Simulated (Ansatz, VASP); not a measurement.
## Pd: VASP beside Ansatz

Wanted: the spread between two codes on one cell, functional and k mesh.

Main program and level: Ansatz 0.2.0; plane waves, with VASP 6.6.1 beside it; relaxation of cell and atoms at PBE.

## (1) The starting structure

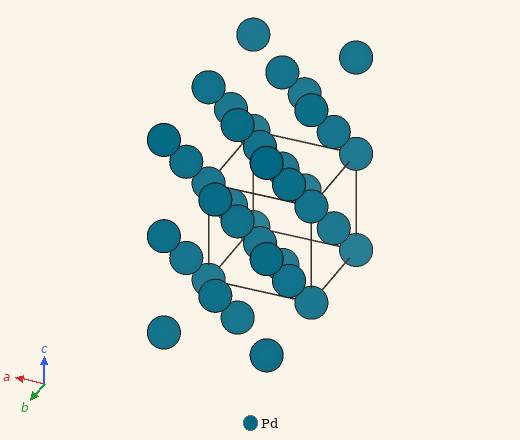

Start, viewed from a free direction; palladium blue. 1×2×2 cells are drawn. This picture shows the conventional cell, with its axes. Some periodic images of atoms are drawn too.

## (2) Ansatz: relaxation of cell and atoms, PBE

Ansatz runs on its default PAW (the set named soft_2) files.

The relaxed volume is the usual yardstick between codes: its relative difference is about their pressure difference at one cell divided by the bulk modulus.

input.yaml reads:

```yaml
crystal:
  lattice:
    - [0.0, 1.9696549176, 1.9696549176]
    - [1.9696549176, 0.0, 1.9696549176]
    - [1.9696549176, 1.9696549176, 0.0]
  atoms:
    - { symbol: Pd, position: [0.0, 0.0, 0.0] }
hamiltonian:
  xc: pbe
  pseudopotentials: { kind: paw }
kpoints:
  mp_grid: { grid: [20, 20, 20] }
scf:
  occupations: { method: methfessel_paxton, width: 0.15 }
relax:
  f_tol: 0.01
  max_steps: 60
  cell: { stress_tol: 0.05 }
output:
  forces: true
  stress: true
```

Launch:

```
> ansatz run input.yaml --threads 4 --pin off --max-ram 9216MiB --backend cpu --events-out ev --progress --plain --runs-dir out
```

Numbers of over 12 decimals in the logs are rounded to 6 here.

What it wrote:

```text
Engine: ansatz 0.2.0, x86_64-unknown-linux-gnu
Pseudopotentials: kind: paw
Pseudopotential: Pd, paw, valence charge 18, recommended cutoff 420 eV (normal), Pd.paw.azcp
Functional definition: PBE
  parameter kappa = 0.804
  parameter beta = 0.066725
  exchange = pbe_x(kappa = kappa, mu = beta*pi^2/3)
  correlation = pbe_c(beta = beta)
Crystal: 1 atoms, lattice volume = 15.283 Å³
Basis set: ecut = 420 eV, 307 PW (Γ), exchange–correlation on 40×40×40 points (8 copies of the dense FFT grid, shifted against one another)
Bands: 13, of which v1, the nominal top of the filled ones, is band 9 counted from 1 (8 counted from 0)
Symmetry: 48 space group operations
Space group: Fm-3m (ITA 225), of the structure as read, at distance tolerance 2.5e-5 Å
k-points: 256 of 8000
Non-local potential: Pd, projectors of the file, l = 0: 2, l = 1: 2, l = 2: 2, l = 3: 1
PAW form: soft (Blöchl's): semilocal exchange-correlation on the pseudo side does not see the compensation charge
PAW one-centre angular grid: Pd, 590 points (default); XC on 64 Gauss nodes
Initial density: superposition of atomic densities (neutral atoms: chi_scale 0, normalization atom), corrected by the library's trained network
Initial wavefunctions: pseudopotential atomic-orbital guess
Functional: x = pbe(κ = 0.804, μ = 0.219515), c = pbe(β = 0.066725)
SCF iter   1: F=—  HF=-6972.846841 eV  |F-HF|=—  |Δ(HF+E_count)|=         —  Δρ=4.87e-3  dr2=1.04e-3  ethr=1.77e-3  ⟨swp⟩=4.9  Hψ=18993  notcnv=0
preconditioner: auto → none  [metal: Δε(μ)=0.002 eV  Ē_g=13.891 eV  σ=0.150 eV  W_gap=0.01  n_scr=8 (ndim 8)  ℏωp=30.0 eV  f_vac=0.000  D(μ)=2.93/eV (n_scr^D=58)  sad-step TF]
SCF iter   2: F=—  HF=-6972.846724 eV  |F-HF|=—  |Δ(HF+E_count)|=   1.18e-4  S|Δr|=    0.00e0  Δρ=2.43e-3  dr2=1.71e-4  ethr=5.78e-6  ⟨swp⟩=1.2  Hψ=5472  notcnv=0
SCF iter   3: F=—  HF=-6972.846828 eV  |F-HF|=—  |Δ(HF+E_count)|=   1.05e-4  S|Δr|=    0.00e0  Δρ=6.87e-4  dr2=5.96e-5  ethr=9.52e-7  ⟨swp⟩=1.4  Hψ=4076  notcnv=0
SCF iter   4: F=—  HF=-6972.846817 eV  |F-HF|=—  |Δ(HF+E_count)|=   1.18e-5  S|Δr|=    0.00e0  Δρ=9.91e-5  dr2=5.29e-7  ethr=3.31e-7  ⟨swp⟩=2.1  Hψ=4458  notcnv=0
SCF iter   5: F=—  HF=-6972.846817 eV  |F-HF|=—  |Δ(HF+E_count)|=   6.50e-7  S|Δr|=    0.00e0  Δρ=3.63e-5  dr2=1.24e-7  ethr=5.56e-10  ⟨swp⟩=4.0  Hψ=10483  notcnv=0
SCF iter   6: F=-6972.846817 eV  HF=-6972.846817 eV  |F-HF|=5.65e-9  |Δ(HF+E_count)|=   2.42e-8  S|Δr|=    0.00e0  Δρ=9.91e-6  dr2=9.95e-9  ethr=5.56e-10  ⟨swp⟩=3.0  Hψ=9047  notcnv=0
SCF 1 converged in 6 iterations: F = -6972.846817 eV  dr2 = 9.95e-9
  greatest PAW one-centre occupation: 0.999 electrons in one spin orbital (limit 2), on the Pd atom at site 0 (counted from 0), in its partial waves of l = 0
relax step   1: F+E_penalty+E_count = -6972.84681717 eV  Δ(F+E_penalty+E_count) = +0.000e0 eV  max|allowed force component| = 0.000e0 eV/Å  Δτ_max = 0.0000 Å  P = +0.306 GPa  Ω = 15.283 Å³  (6 SCF iters, dr2 threshold 1.00e-7 eV, accepted)
[...]
relax step   2: F+E_penalty+E_count = -6972.84680917 eV  Δ(F+E_penalty+E_count) = +8.002e-6 eV  max|allowed force component| = 0.000e0 eV/Å  Δτ_max = 0.0000 Å  P = -0.229 GPa  Ω = 15.332 Å³  energy of the carried Pulay correction = -1.947e-5 eV  (4 SCF iters, dr2 threshold 1.00e-7 eV, accepted)
[...]
relax step   3: F+E_penalty+E_count = -6972.84683253 eV  Δ(F+E_penalty+E_count) = -2.336e-5 eV  max|allowed force component| = 0.000e0 eV/Å  Δτ_max = 0.0000 Å  P = -0.000 GPa  Ω = 15.311 Å³  energy of the carried Pulay correction = -1.113e-5 eV  (3 SCF iters, dr2 threshold 1.00e-7 eV, accepted)
[...]
relax step   4: F+E_penalty+E_count = -6972.84684211 eV  Δ(F+E_penalty+E_count) = -9.584e-6 eV  max|allowed force component| = 0.000e0 eV/Å  Δτ_max = 0.0000 Å  P = -0.002 GPa  Ω = 15.311 Å³  stress off target by 1.67e-3 GPa  SCF on the basis re-selected at this cell (its energy is not comparable with the rows above)  (5 SCF iters)
basis re-selected at this cell: Δ(F+E_penalty+E_count) = -9.584e-6 eV, ΔP = -0.001 GPa vs the last step (what re-selecting the basis moved, of the pressure what is left beyond the Pulay correction that the steps carried, after the strain that the cell walked since its last selection, with what the two solves' SCF thresholds leave and, on support functions, any second-order correction that the steps lacked; it is no measure of the basis error at this ecutwfc). This SCF's stress stands 1.67e-3 GPa from its target on what of the cell is left free (relax.cell.stress_tol is 5.00e-2 GPa) and its largest allowed force component is 0.00e0 eV/Å (relax.f_tol is 1.00e-2 eV/Å): [rest of the remark cut]
SCF converged after 5 iterations
Stability not checked: this state was not tested for a lower state beside it, because cold or Methfessel-Paxton smearing, or corrected tetrahedra, fill the levels in a way that the test cannot read (fill_not_monotonic; see scf.lower_state_search)
Free energy (F): -6972.846842 eV
Harris-Foulkes:  -6972.846842 eV  (|F-HF|=1.82e-12)
Internal energy: -6972.843482 eV  (E = F + TS)
E sigma→0 (E₀):  -6972.846002 eV
Entropy (-TS):   -0.003360 eV (-3.360 meV/atom)
Fermi energy:    18.821547 eV
--- Per-component energies (eV) ---
  E_band       = -151.722778
  E_kinetic    = 513.100367
  E_local      = -1800.864350  (includes V_loc(G=0)·N_el)
  E_nonlocal   = 217.169139
  E_hartree    = 729.777121
  E_xc         = -168.484558
  E_vxc        = -211.365337  (∫ρ·V_xc dr)
  E_paw        = -3750.170614  (= ΣΔE_a)
  E_vpaw       = -329.317002  (= ΣTr[D̂ρ^β])
  E_aug_tail   = 0.000198  (compensation charges beyond the density's cutoff)
  E_ewald      = -2713.370786
  E_smearing   = -0.003360  (= −TS)
  E_closure    = -0.000000  (closes the sum)
  Σ components = -6972.846842   (vs F -6972.846842, Δ=0.00e0)
--- Forces (eV/Å), atoms counted from 1 ---
  atom   1  Pd     0.00000000    -0.00000000     0.00000000
  max |Σ_I F_I| component: 1.34e-32 eV/Å
--- Stress (GPa, compression-positive) ---
       -0.001673      -0.000000      -0.000000
       -0.000000      -0.001673      -0.000000
       -0.000000      -0.000000      -0.001673
  P = ⅓ Tr σ = -0.0017 GPa (-0.017 kbar)
--- Relaxed structure (3 steps of the walk, 3 accepted, 1 SCFs on fresh bases) ---
  F+E_penalty+E_count = -6972.84684211 eV   max|allowed force component| = 0.000e0 eV/Å   (the final SCF, on the basis selected at the relaxed cell)
  cell:  # Å, volume = 15.3106 Å³
    - [0, 1.970852, 1.970852]
    - [1.970852, 0, 1.970852]
    - [1.970852, 1.970852, 0]
  atoms:
    - { symbol: Pd, position: [0.0, 0.0, 0.0] }
```

The job ended after 1.9 s (4 threads of Intel Xeon Platinum 8488C (Sapphire Rapids), shared host; peak memory 0.4 GiB; 6 s of CPU time).

## (3) VASP: relaxation of cell and atoms, PBE

The same cell, functional, mesh and smearing now go to VASP, with its own data sets and cutoff.

Lines of VASP's logs that name or quote its potential files are left out, and so is its time.

INCAR reads:

```
SYSTEM = Pd
PREC = Accurate
ENCUT = 520
EDIFF = 1E-07
NELM = 100
ISMEAR = 1
SIGMA = 0.15
LREAL = .FALSE.
ALGO = Normal
GGA = PE
NBANDS = 11
LASPH = .TRUE.
LORBIT = 11
LWAVE = .FALSE.
LCHARG = .FALSE.
KPAR = 4
IBRION = 2
NSW = 50
ISIF = 3
EDIFFG = -0.005
```

POSCAR reads:

```
Pd
1.0
    0.0000000000      1.9696549176      1.9696549176
    1.9696549176      0.0000000000      1.9696549176
    1.9696549176      1.9696549176      0.0000000000
Pd
1
Direct
    0.0000000000      0.0000000000      0.0000000000
```

KPOINTS reads:

```
Automatic mesh
0
Gamma
20 20 20
0 0 0
```

Potentials, in the order of the species: Pd (PBE family, release 64).

Launch:

```
> mpirun -np 4 vasp_std
```

What it wrote:

```text
[banner, memory and clock lines left out]
running    4 mpi-ranks, on    1 nodes
 distrk:  each k-point on    1 cores,    4 groups
 distr:  one band on    1 cores,    1 groups

 POSCAR found type information on POSCAR Pd
 POSCAR found :  1 types and       1 ions
 LDA part: xc-table for (Slater+PW92), standard interpolation
 POSCAR, INCAR and KPOINTS ok, starting setup
 FFT: planning ... GRIDC
 FFT: planning ... GRID_SOFT
 FFT: planning ... GRID
 WAVECAR not read
 entering main loop
       N       E                     dE             d eps       ncg     rms          rms(c)
DAV:   1     0.425119439586E+02    0.42512E+02   -0.50828E+03  5672   0.846E+02
DAV:   2    -0.490673223516E+01   -0.47419E+02   -0.45878E+02  6392   0.182E+02
DAV:   3    -0.548807874070E+01   -0.58135E+00   -0.57942E+00  6688   0.215E+01
DAV:   4    -0.549091863310E+01   -0.28399E-02   -0.28395E-02  6763   0.158E+00
DAV:   5    -0.549095278537E+01   -0.34152E-04   -0.34152E-04  7336   0.156E-01    0.700E+00
DAV:   6    -0.522653961597E+01    0.26441E+00   -0.11420E+00  6883   0.861E+00    0.341E+00
DAV:   7    -0.521829122177E+01    0.82484E-02   -0.12192E-02  7222   0.782E-01    0.184E+00
DAV:   8    -0.521503308717E+01    0.32581E-02   -0.10223E-03  6959   0.252E-01    0.672E-02
DAV:   9    -0.521502514293E+01    0.79442E-05   -0.58249E-05  7346   0.646E-02    0.200E-02
DAV:  10    -0.521502954741E+01   -0.44045E-05   -0.54409E-06  6854   0.211E-02    0.650E-03
DAV:  11    -0.521502892046E+01    0.62694E-06   -0.11155E-07  7046   0.341E-03    0.387E-04
DAV:  12    -0.521502892824E+01   -0.77778E-08   -0.27776E-09  4541   0.417E-04
   1 F= -.52150289E+01 E0= -.52138992E+01  d E =-.521503E+01
 curvature:   0.00 expect dE= 0.000E+00 dE for cont linesearch  0.000E+00
 trial: gam= 0.00000 g(F)=  0.880E-64 g(S)=  0.294E-06 ort = 0.000E+00 (trialstep = 0.100E+01)
 search vector abs. value=  0.294E-06
 reached required accuracy - stopping structural energy minimisation
```

OUTCAR, selected parts (step 3):

```text
ion  position               nearest neighbor table
   1  0.000  0.000  0.000-

  LATTYP: Found a face centered cubic cell.
 ALAT       =     3.9393098352

 Subroutine GETGRP returns: Found 48 space group operations
 (whereof 48 operations were pure point group operations)

The static configuration has the point symmetry O_h .

 Found    256 irreducible k-points:

   k-points           NKPTS =    256   k-points in BZ     NKDIM =    256   number of bands    NBANDS=     11

   dimension x,y,z NGX =    24 NGY =   24 NGZ =   24
   dimension x,y,z NGXF=    48 NGYF=   48 NGZF=   48

   ENCUT  =  520.0 eV  38.22 Ry    6.18 a.u.   5.18  5.18  5.18*2*pi/ulx,y,z

   NELECT =      10.0000    total number of electrons

 k-points in reciprocal lattice and weights: Automatic mesh
   0.00000000  0.00000000  0.00000000       0.000
   0.05000000  0.00000000  0.00000000       0.001
   0.10000000  0.00000000  0.00000000       0.001
   0.15000000  0.00000000  0.00000000       0.001
   0.20000000  0.00000000  0.00000000       0.001
   0.25000000  0.00000000  0.00000000       0.001
   0.30000000  0.00000000  0.00000000       0.001
   0.35000000  0.00000000  0.00000000       0.001
   0.40000000  0.00000000  0.00000000       0.001
[...]
-0.30000000  0.50000000  0.20000000       0.002
  -0.25000000  0.50000000  0.25000000       0.001

 average (electrostatic) potential at core
       1 -71.0093

 E-fermi :   9.1725

 k-point     1 :       0.0000    0.0000    0.0000
  band No.  band energies     occupation
    ...
      2       6.5072      2.00000
      3       6.5072      2.00000
      4       6.5072      2.00000
      5       8.0270      2.00000
      6       8.0270      2.00000
      7      26.3644      0.00000
      8      30.9411      0.00000
      9      30.9411      0.00000
     10      30.9411      0.00000
     11      35.4966      0.00000

 k-point     2 :       0.0500    0.0000    0.0000
  band No.  band energies     occupation
    ...
      2       6.4765      2.00000
      3       6.5375      2.00000
      4       6.5375      2.00000
      5       8.0125      2.00000
      6       8.0125      2.00000
      7      26.4530      0.00000
      8      30.3089      0.00000
      9      31.0369      0.00000
     10      31.0369      0.00000
     11      35.5872      0.00000

 k-point     3 :       0.1000    0.0000    0.0000
  band No.  band energies     occupation
    ...
      2       6.3968      2.00000
      3       6.6191      2.00000
      4       6.6191      2.00000
      5       7.9795      2.00000
      6       7.9795      2.00000
      7      26.6556      0.00000
      8      28.9744      0.00000
      9      31.3103      0.00000
     10      31.3103      0.00000
     11      35.8575      0.00000

  Total        0.0014245      0.0014245      0.0014245     -0.0000000      0.0000000      0.0000000
  in kB        0.1493412      0.1493412      0.1493412     -0.0000000      0.0000000      0.0000000
  external PRESSURE =       0.1493412 kB  Pullay stress =       0.0000000 kB

  energy-cutoff  :      520.00
  volume of cell :       15.28
      direct lattice vectors                 reciprocal lattice vectors
     0.000000000  1.969654918  1.969654918    -0.253851573  0.253851573  0.253851573
     1.969654918  0.000000000  1.969654918     0.253851573 -0.253851573  0.253851573
     1.969654918  1.969654918  0.000000000     0.253851573  0.253851573 -0.253851573

 POSITION                                       TOTAL-FORCE (eV/Angst)
 -----------------------------------------------------------------------------------
      0.00000      0.00000      0.00000         0.000000     -0.000000      0.000000
 -----------------------------------------------------------------------------------
    total drift:                               -0.000000     -0.000000     -0.000000

  FREE ENERGIE OF THE ION-ELECTRON SYSTEM (eV)
  ---------------------------------------------------
  free  energy   TOTEN  =        -5.2150289282 eV

  energy  without entropy=       -5.2116396976  energy(sigma->0) =       -5.21389918

 reached required accuracy - stopping structural energy minimisation

 total charge
# of ion       s       p       d       tot
------------------------------------------
    1        0.473   0.442   8.453   9.368

[... 3 further parts left out ...]
```

CONTCAR:

```
Pd
   1.00000000000000
     0.0000000000000000    1.9696549176000000    1.9696549176000000
     1.9696549176000000    0.0000000000000000    1.9696549176000000
     1.9696549176000000    1.9696549176000000    0.0000000000000000
  Pd
     1
Direct
     0.0000000000000000    0.0000000000000000    0.0000000000000000
```

## (4) Differences

Known differences besides the PAW data sets themselves: both relaxations stop at a tolerance, which leaves soft axes loose, and VASP keeps its plane-wave basis; the data sets hold 18 valence electrons in Ansatz (default PAW (the set named soft_2) files) and 10 in VASP; the cutoff is 420 eV in Ansatz and 520 eV in VASP; Ansatz adds a Pulay correction to the stress that steers its cell, VASP none. Total energies have different zeros and are not compared.

Compared:

```
                                         quantity  Ansatz   VASP  difference
                                      volume (Å³)   15.31  15.28     +0.18 %
edge a after relaxation, in the typed setting (Å)   2.787  2.785     +0.06 %
```

The walks stopped with 0.00 GPa left in Ansatz and 0.01 GPa in VASP; each walk ends within a tolerance, so the volume difference is uncertain by about these residues over the bulk modulus, most in soft cells.

## (5) What came out

| Item | Value |
| --- | --- |
| difference in volume (relaxation of cell and atoms, PBE) | 0.18 % |

The difference in volume is 0.18 % (relaxation of cell and atoms, PBE), within the 1.2 % picked in this series as the mark of a large difference, as far as the stopping tolerances let one tell. Differences of this kind measure data sets and numerical settings, not the functional's error against experiment.

[Lines on the potential files, build, host, timing and source positions are cut from VASP's logs without a mark.]

[Logs are printed without paths, hosts, clocks, repeated set-up lines and the standing remarks that a program may print on its own settings, such as how far it seeks lower states.]

[Hosts, paths, dates, database ids (printed as entryN), source tags and the programs' standing remarks are cut or masked in the printed files.]
